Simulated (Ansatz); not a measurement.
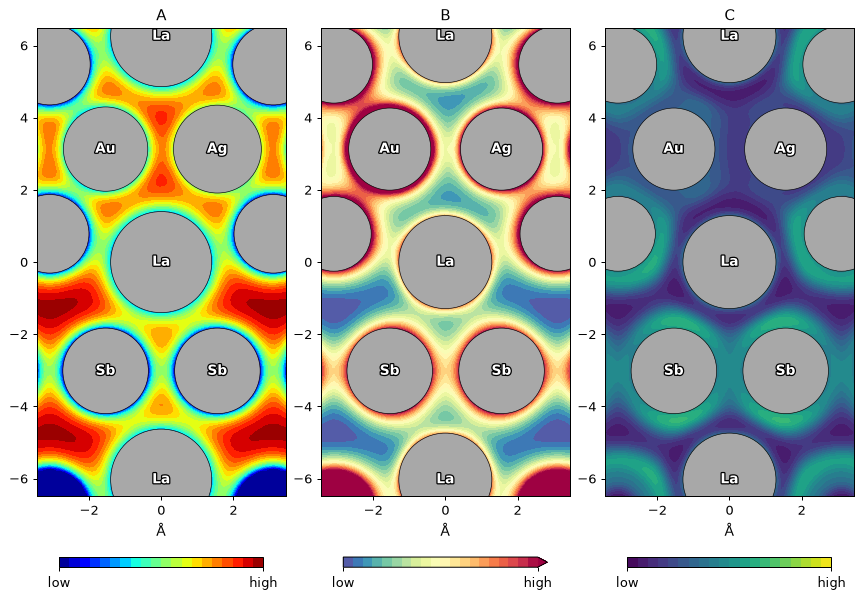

La$_{4}$Ag$_{3}$Sb$_{8}$Au: 3 fields on the (101) plane of the conventional cell, with unlabelled colour scales. Grey discs cover the atomic cores.

Space group P-42m; a generated structure, not necessarily the stable one.

Level of theory: DFT PBEsol, scalar-relativistic, plane waves, PAW in Ansatz 0.2.0.

```
La Au Ag Sb
1.0
     4.38086   -4.38086    0.00000
     4.38086    4.38086    0.00000
     0.00000    0.00000   10.61193
La Au Ag Sb
4 1 3 8
Direct
  0.75143 0.24857 0.25687
  0.24857 0.75143 0.25687
  0.24857 0.24857 0.74313
  0.75143 0.75143 0.74313
  0.00000 0.00000 0.00000
  0.50000 0.50000 0.00000
  0.00000 0.50000 0.00000
  0.50000 0.00000 0.00000
  0.74993 0.25007 0.82918
  0.25007 0.74993 0.82918
  0.25007 0.25007 0.17082
  0.74993 0.74993 0.17082
  0.00000 0.00000 0.50000
  0.50000 0.50000 0.50000
  0.00000 0.50000 0.50000
  0.50000 0.00000 0.50000
```

The panels show electron localisation function, electrostatic potential energy of an electron and valence pseudo-density in some order. Assign them.

Panel A: electrostatic potential energy of an electron (low next to the atoms, rising into the space between them). Panel B: valence pseudo-density. Panel C: electron localisation function. From the grid: Sb–Sb (3.10 Å): the density is about 0.24 e/Å³ at the midpoint; the ELF is about 0.45 at the midpoint.
